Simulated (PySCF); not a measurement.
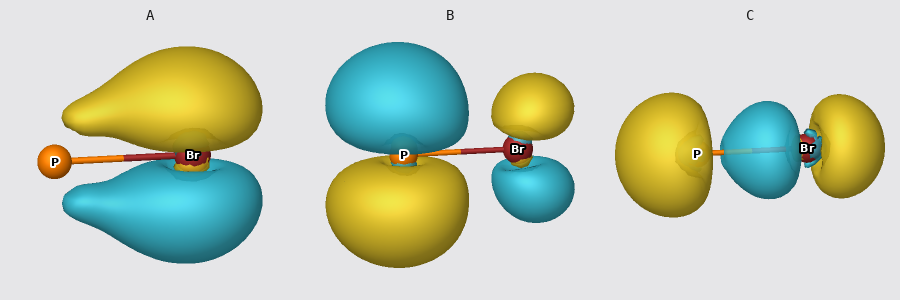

*PBr (triplet). Three frontier β-spin orbitals, each drawn at the value that holds 80 % of its norm (yellow and cyan are the two phases), in no order; of a degenerate pair one member is drawn.*

These are results of PBE0/def2-TZVPPD, non-relativistic Hamiltonian with scalar-relativistic core potentials where named, at a bond length of 2.180 Å (PySCF 2.14.0), not measurements.

Question: Name the orbitals and rank them from lowest to highest energy.

Answer: Orbital C: σ, occupied in this spin, −9.83 eV; shared between the atoms (P 55 %, Br 45 %).
Orbital A: π, occupied in this spin, −9.31 eV; mainly on Br (85 %).
Orbital B: π, empty in this spin, −2.96 eV; mainly on P (85 %).
